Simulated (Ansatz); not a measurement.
C₃₄H₂₆S₈Si₂ (SMILES C[Si](C)(C)C#Cc1cc2sc(-c3cc4sc(-c5cc6sc(-c7cc8sc(C#C[Si](C)(C)C)cc8s7)cc6s5)cc4s3)cc2s1)

C₃₄H₂₆S₈Si₂ (SMILES C[Si](C)(C)C#Cc1cc2sc(-c3cc4sc(-c5cc6sc(-c7cc8sc(C#C[Si](C)(C)C)cc8s7)cc6s5)cc4s3)cc2s1), 70 atoms.

Geometry: PBE-D4/def2-SVP; not at a stationary point (largest force 1.3 eV/Å).

Method: RKS PBE0-D4/def2-SVP in Ansatz 0.2.0.

Q: Predict the electron density and electron localisation function between the atoms.

A: C–C (1.24 Å): ρ at the midpoint is about 2.6 e/Å³; the ELF peaks at about 0.80 between the atoms; a short, multiple covalent bond.
C–S (1.74 Å): ρ is about 1.4 e/Å³ halfway; the ELF peaks at about 0.90 between the atoms, as expected for localised, covalent bonding.
C–Si (1.85 Å): ρ is about 0.91 e/Å³ halfway; the ELF peaks at about 0.95 between the atoms; localised, covalent bonding.
C–H (1.10 Å): the density is about 1.9 e/Å³ at the midpoint; the ELF climbs to about 1 towards the hydrogen, as it does in any bond to H: an ordinary covalent bond to hydrogen.

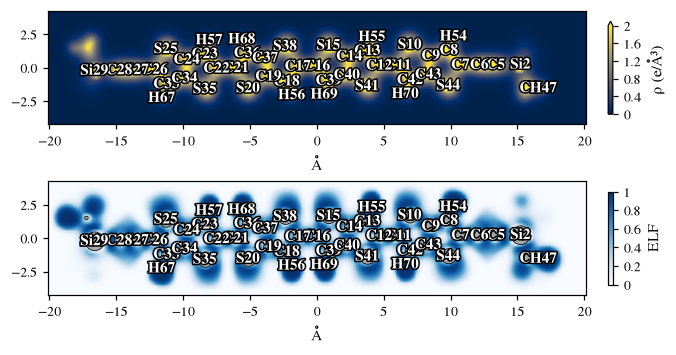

Computed electron density and electron localisation function on the plane of atoms C17, C18 and C19, in this order. Grey discs cover the atomic cores in the ELF map. 
